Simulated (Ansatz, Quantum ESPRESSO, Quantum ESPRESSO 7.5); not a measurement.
**Al chain with one bond drawn out by 1.5 Å: ballistic transmission**

Aim: the zero-bias transmission with pwcond for this junction: Al chain with one bond drawn out by 1.5 Å.

Main program and level: Quantum ESPRESSO 7.5; plane-wave DFT, PBEsol, GBRV ultrasoft pseudopotentials (cross-check by Ansatz 0.2.0 with PAW datasets).

**1. The starting structure**

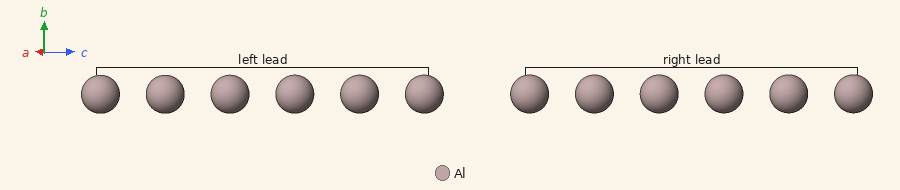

The starting structure, seen from the side, with the c axis across the page (aluminium light grey).

The cell holds 12 atoms: 12 Al. Cell: a = 7.500 Å, b = 7.500 Å, c = 30.300 Å, α = 90.0°, β = 90.0°, γ = 90.0°. Regions: left lead, 6 atoms (6 Al); right lead, 6 atoms (6 Al). Vacuum lies along a and b. The structure is stacked along c, and the current runs across the ab planes.

**2. SCF with pw.x**

One periodic cell holds a stretch of lead, the junction and more lead; the atoms stay as built.

The input, scf.in:

```
&control
  prefix = 'scf'
  outdir = './out'
  pseudo_dir = './pseudo'
  calculation = 'scf'
  tprnfor = .true.
/
&system
  ibrav = 0
  nat = 12
  ntyp = 1
  ecutwfc = 34
  ecutrho = 170
  occupations = 'smearing'
  smearing = 'mv'
  degauss = 0.01
/
&electrons
  conv_thr = 1e-07
  mixing_beta = 0.25
  electron_maxstep = 120
  mixing_mode = 'local-TF'
/
ATOMIC_SPECIES
  Al  26.9815  al_pbesol_v1.uspp.F.UPF
CELL_PARAMETERS angstrom
  7.50000000000000 0.00000000000000 0.00000000000000
  0.00000000000000 7.50000000000000 0.00000000000000
  0.00000000000000 0.00000000000000 30.30000000000000
ATOMIC_POSITIONS crystal
  Al  0.500000000000 0.500000000000 0.000000000000
  Al  0.500000000000 0.500000000000 0.079207920792
  Al  0.500000000000 0.500000000000 0.158415841584
  Al  0.500000000000 0.500000000000 0.237623762376
  Al  0.500000000000 0.500000000000 0.316831683168
  Al  0.500000000000 0.500000000000 0.396039603960
  Al  0.500000000000 0.500000000000 0.524752475248
  Al  0.500000000000 0.500000000000 0.603960396040
  Al  0.500000000000 0.500000000000 0.683168316832
  Al  0.500000000000 0.500000000000 0.762376237624
  Al  0.500000000000 0.500000000000 0.841584158416
  Al  0.500000000000 0.500000000000 0.920792079208
K_POINTS automatic
  1 1 3 0 0 0
```

The run is started by

```bash
$ OMP_NUM_THREADS=1 mpirun -n 2 pw.x -nk 1 -in scf.in > scf.out
```

Output:

```text
Program PWSCF v.7.5 starts
[citation notice left out]

     Parallel version (MPI & OpenMP), running on       2 processor cores
     Number of MPI processes:                 2
     Threads/MPI process:                     1

     MPI processes distributed on     1 nodes
[...]
Current dimensions of program PWSCF are:
     Max number of different atomic species (ntypx) = 10
     Max number of k-points (npk) =  40000
     Max angular momentum in pseudopotentials (lmaxx) =  4
     Message from routine setup:
     using ibrav=0 with symmetry is DISCOURAGED, use correct ibrav instead

     R & G space division:  proc/nbgrp/npool/nimage =       2
     Subspace diagonalization in iterative solution of the eigenvalue problem:
     a serial algorithm will be used

     Parallelization info
     --------------------
     sticks:   dense  smooth     PW     G-vecs:    dense   smooth      PW
     Min        1354    1088    276               215254   154014   19646
     Max        1355    1089    277               215275   154023   19653
     Sum        2709    2177    553               430529   308037   39299

     Using Slab Decomposition

     bravais-lattice index     =            0
     lattice parameter (alat)  =      14.1729  a.u.
     unit-cell volume          =   11501.6926 (a.u.)^3
     number of atoms/cell      =           12
     number of atomic types    =            1
     number of electrons       =        36.00
     number of Kohn-Sham states=           22
     kinetic-energy cutoff     =      34.0000  Ry
     charge density cutoff     =     170.0000  Ry
     scf convergence threshold =      1.0E-07
     mixing beta               =       0.2500
     number of iterations used =            8  local-TF  mixing
     Exchange-correlation= SLA  PW   PSX  PSC
                           (   1   4  10   8   0   0   0)

     celldm(1)=  14.172946  celldm(2)=   0.000000  celldm(3)=   0.000000
     celldm(4)=   0.000000  celldm(5)=   0.000000  celldm(6)=   0.000000

     crystal axes: (cart. coord. in units of alat)
               a(1) = (   1.000000   0.000000   0.000000 )
               a(2) = (   0.000000   1.000000   0.000000 )
               a(3) = (   0.000000   0.000000   4.040000 )

     reciprocal axes: (cart. coord. in units 2 pi/alat)
               b(1) = (  1.000000  0.000000  0.000000 )
               b(2) = (  0.000000  1.000000  0.000000 )
               b(3) = (  0.000000  0.000000  0.247525 )

     PseudoPot. # 1 for Al read from file:
     ./pseudo/al_pbesol_v1.uspp.F.UPF
     Pseudo is Ultrasoft + core correction, Zval =  3.0
     Generated by new atomic code, or converted to UPF format
     Using radial grid of  893 points,  3 beta functions with:
                l(1) =   0
                l(2) =   1
                l(3) =   2
     Q(r) pseudized with  8 coefficients,  rinner =    0.900   0.900   0.900
                                                       0.900   0.900

     atomic species   valence    mass     pseudopotential
     Al                3.00    26.98150     Al( 1.00)

      8 Sym. Ops. (no inversion) found

   Cartesian axes

     site n.     atom                  positions (alat units)
         1        Al     tau(   1) = (   0.5000000   0.5000000   0.0000000  )
         2        Al     tau(   2) = (   0.5000000   0.5000000   0.3200000  )
         3        Al     tau(   3) = (   0.5000000   0.5000000   0.6400000  )
         4        Al     tau(   4) = (   0.5000000   0.5000000   0.9600000  )
         5        Al     tau(   5) = (   0.5000000   0.5000000   1.2800000  )
         6        Al     tau(   6) = (   0.5000000   0.5000000   1.6000000  )
         7        Al     tau(   7) = (   0.5000000   0.5000000   2.1200000  )
         8        Al     tau(   8) = (   0.5000000   0.5000000   2.4400000  )
         9        Al     tau(   9) = (   0.5000000   0.5000000   2.7600000  )
        10        Al     tau(  10) = (   0.5000000   0.5000000   3.0800000  )
        11        Al     tau(  11) = (   0.5000000   0.5000000   3.4000000  )
        12        Al     tau(  12) = (   0.5000000   0.5000000   3.7200000  )

     number of k points=     2  Marzari-Vanderbilt smearing, width (Ry)=  0.0100
                       cart. coord. in units 2pi/alat
        k(    1) = (   0.0000000   0.0000000   0.0000000), wk =   0.6666667
        k(    2) = (   0.0000000   0.0000000   0.0825083), wk =   1.3333333

     Dense  grid:   430529 G-vectors     FFT dimensions: (  60,  60, 240)

     Smooth grid:   308037 G-vectors     FFT dimensions: (  54,  54, 216)

     Estimated max dynamical RAM per process >     480.51 MB

     Estimated total dynamical RAM >     961.03 MB

     Initial potential from superposition of free atoms

     starting charge      35.9718, renormalised to      36.0000

     negative rho (up, down):  1.581E-06 0.000E+00
     Starting wfcs are   48 randomized atomic wfcs

     total cpu time spent up to now is        1.7 secs

     per-process dynamical memory:   129.2 Mb

     Self-consistent Calculation

     iteration #  1     ecut=    34.00 Ry     beta= 0.25
     Davidson diagonalization with overlap
     ethr =  1.00E-02,  avg # of iterations =  2.0

     negative rho (up, down):  4.168E-08 0.000E+00

     total cpu time spent up to now is        4.9 secs

     total energy              =     -78.02636904 Ry
     estimated scf accuracy    <       0.68896918 Ry

     iteration #  2     ecut=    34.00 Ry     beta= 0.25
[...]
negative rho (up, down):  4.459E-07 0.000E+00

[...]
total energy              =     -77.95789256 Ry
     estimated scf accuracy    <       0.45883409 Ry

     iteration #  3     ecut=    34.00 Ry     beta= 0.25
[...]
negative rho (up, down):  1.222E-03 0.000E+00

[...]
total energy              =     -77.92809540 Ry
     estimated scf accuracy    <       0.12984992 Ry

     iteration #  4     ecut=    34.00 Ry     beta= 0.25
[...]
negative rho (up, down):  8.962E-04 0.000E+00

[...]
total energy              =     -77.94992192 Ry
     estimated scf accuracy    <       0.12956694 Ry

     iteration #  5     ecut=    34.00 Ry     beta= 0.25
[...]
negative rho (up, down):  8.898E-04 0.000E+00

[...]
total energy              =     -77.95120940 Ry
     estimated scf accuracy    <       0.11897665 Ry

     iteration #  6     ecut=    34.00 Ry     beta= 0.25
[...]
negative rho (up, down):  1.124E-03 0.000E+00

[...]
total energy              =     -77.95222947 Ry
     estimated scf accuracy    <       0.12527936 Ry

     iteration #  7     ecut=    34.00 Ry     beta= 0.25
[...]
negative rho (up, down):  9.394E-03 0.000E+00

[...]
total energy              =     -77.94136219 Ry
     estimated scf accuracy    <       0.15653488 Ry

     iteration #  8     ecut=    34.00 Ry     beta= 0.25
[...]
negative rho (up, down):  1.215E-02 0.000E+00

[...]
total energy              =     -77.95580877 Ry
     estimated scf accuracy    <       0.13757686 Ry

     iteration #  9     ecut=    34.00 Ry     beta= 0.25
[...]
negative rho (up, down):  1.134E-02 0.000E+00

[...]
total energy              =     -78.13338194 Ry
     estimated scf accuracy    <       2.09413625 Ry

     iteration # 10     ecut=    34.00 Ry     beta= 0.25
[...]
negative rho (up, down):  2.800E-03 0.000E+00

[...]
total energy              =     -78.07518877 Ry
     estimated scf accuracy    <       2.37291132 Ry

     iteration # 11     ecut=    34.00 Ry     beta= 0.25
[...]
negative rho (up, down):  1.695E-04 0.000E+00

[...]
total energy              =     -77.93940196 Ry
     estimated scf accuracy    <       1.98710106 Ry

     iteration # 12     ecut=    34.00 Ry     beta= 0.25
[...]
negative rho (up, down):  3.947E-04 0.000E+00

[...]
total energy              =     -77.98033515 Ry
     estimated scf accuracy    <       0.73366916 Ry

[... 31 further iterations ...]
     iteration # 44     ecut=    34.00 Ry     beta= 0.25
[...]
negative rho (up, down):  3.897E-05 0.000E+00

[...]
total energy              =     -77.94040332 Ry
     estimated scf accuracy    <       0.00001076 Ry

     iteration # 45     ecut=    34.00 Ry     beta= 0.25
[...]
negative rho (up, down):  2.844E-05 0.000E+00

[...]
total energy              =     -77.94040229 Ry
     estimated scf accuracy    <       0.00000589 Ry

     iteration # 46     ecut=    34.00 Ry     beta= 0.25
[...]
negative rho (up, down):  2.294E-05 0.000E+00

[...]
total energy              =     -77.94040258 Ry
     estimated scf accuracy    <       0.00003664 Ry

     iteration # 47     ecut=    34.00 Ry     beta= 0.25
[...]
negative rho (up, down):  2.257E-05 0.000E+00

[...]
total energy              =     -77.94040361 Ry
     estimated scf accuracy    <       0.00000307 Ry

     iteration # 48     ecut=    34.00 Ry     beta= 0.25
[...]
negative rho (up, down):  2.285E-05 0.000E+00

[...]
total energy              =     -77.94040426 Ry
     estimated scf accuracy    <       0.00000054 Ry

     iteration # 49     ecut=    34.00 Ry     beta= 0.25
[...]
negative rho (up, down):  2.246E-05 0.000E+00

[...]
total energy              =     -77.94040440 Ry
     estimated scf accuracy    <       0.00000204 Ry

     iteration # 50     ecut=    34.00 Ry     beta= 0.25
[...]
negative rho (up, down):  2.174E-05 0.000E+00

[...]
total energy              =     -77.94040416 Ry
     estimated scf accuracy    <       0.00000216 Ry

     iteration # 51     ecut=    34.00 Ry     beta= 0.25
[...]
negative rho (up, down):  2.183E-05 0.000E+00

[...]
total energy              =     -77.94040422 Ry
     estimated scf accuracy    <       0.00000045 Ry

     iteration # 52     ecut=    34.00 Ry     beta= 0.25
[...]
negative rho (up, down):  2.243E-05 0.000E+00

[...]
total energy              =     -77.94040419 Ry
     estimated scf accuracy    <       0.00000025 Ry

     iteration # 53     ecut=    34.00 Ry     beta= 0.25
[...]
negative rho (up, down):  2.262E-05 0.000E+00

[...]
End of self-consistent calculation

          k = 0.0000 0.0000 0.0000 ( 38483 PWs)   bands (ev):

    -8.9227  -8.7731  -8.6134  -8.3589  -8.0450  -7.5525  -7.0893  -6.4084
    -5.8599  -5.0032  -4.4866  -3.5332  -2.9152  -2.9152  -2.7764  -2.7764
    -2.6909  -2.6539  -2.6539  -2.3810  -2.3810  -2.1080

          k = 0.0000 0.0000 0.0825 ( 38486 PWs)   bands (ev):

    -8.9215  -8.7804  -8.5957  -8.3847  -8.0144  -7.5923  -7.0365  -6.4815
    -5.7613  -5.1390  -4.3354  -3.6586  -2.9124  -2.9124  -2.7925  -2.7925
    -2.6201  -2.6201  -2.5962  -2.4273  -2.4273  -2.0523

     the Fermi energy is    -2.5936 ev

!    total energy              =     -77.94040414 Ry
     estimated scf accuracy    <       0.00000009 Ry
     smearing contrib. (-TS)   =       0.00023515 Ry
     internal energy E=F+TS    =     -77.94063929 Ry

     The total energy is F=E-TS. E is the sum of the following terms:
     one-electron contribution =     -40.97902037 Ry
     hartree contribution      =      24.79661909 Ry
     xc contribution           =     -48.20661583 Ry
     ewald contribution        =     -13.55162219 Ry

     convergence has been achieved in  53 iterations

     negative rho (up, down):  2.262E-05 0.000E+00

     Forces acting on atoms (cartesian axes, Ry/au):

     atom    1 type  1   force =     0.00000000    0.00000000   -0.00188742
     atom    2 type  1   force =     0.00000000    0.00000000   -0.00268710
     atom    3 type  1   force =     0.00000000    0.00000000   -0.00003464
     atom    4 type  1   force =     0.00000000    0.00000000   -0.00202877
     atom    5 type  1   force =     0.00000000    0.00000000   -0.03760076
     atom    6 type  1   force =     0.00000000    0.00000000    0.06379176
     atom    7 type  1   force =     0.00000000    0.00000000   -0.06379093
     atom    8 type  1   force =     0.00000000    0.00000000    0.03759838
     atom    9 type  1   force =     0.00000000    0.00000000    0.00202290
     atom   10 type  1   force =     0.00000000    0.00000000    0.00003964
     atom   11 type  1   force =     0.00000000    0.00000000    0.00269317
     atom   12 type  1   force =     0.00000000    0.00000000    0.00188376

     Total force =     0.104861     Total SCF correction =     0.000208

[...]
=------------------------------------------------------------------------------=
   JOB DONE.
=------------------------------------------------------------------------------=
```

It took 2.5 min on 2 MPI ranks of Arm Neoverse V2, shared host; peak memory 0.93 GiB.

This step gave:

| Item | Value |
| --- | --- |
| free energy | -1060.4332 eV |
| Fermi energy | -2.594 eV |

The program's own clock; routines nest. Time by routine:

```
   routine  wall time (s)  calls
     PWSCF          149.3      1
 electrons          146.6      1
   c_bands          59.08     53
   cegterg          56.99    106
     h_psi          46.85    384
      fftw          43.44  13298
   mix_rho          42.74     53
  vloc_psi          38.33    384
      ffts          26.47   5565
  sum_band          24.39     53
      newd          12.99     54
  v_of_rho           7.11     54
    calbec           5.99    498
add_vuspsi           4.24    384
```

The run needed 53 iterations to bring the estimated error under 1e-07 Ry; the largest force on any atom, held or free, is 1.64 eV/Å.

(Continued in part 2 of 4.)

[Logs are printed without paths, hosts, clocks, repeated set-up lines and the standing remarks that a program may print on its own settings, such as how far it seeks lower states.]

[Hosts, paths, dates, database ids (printed as entryN), source tags and the programs' standing remarks are cut or masked in the printed files.]

[Maps of the electrostatic potential energy from Ansatz leave out the sawtooth potential of an applied field or a dipole correction, so their vacuum need not be flat; planar profiles and work functions include it.]
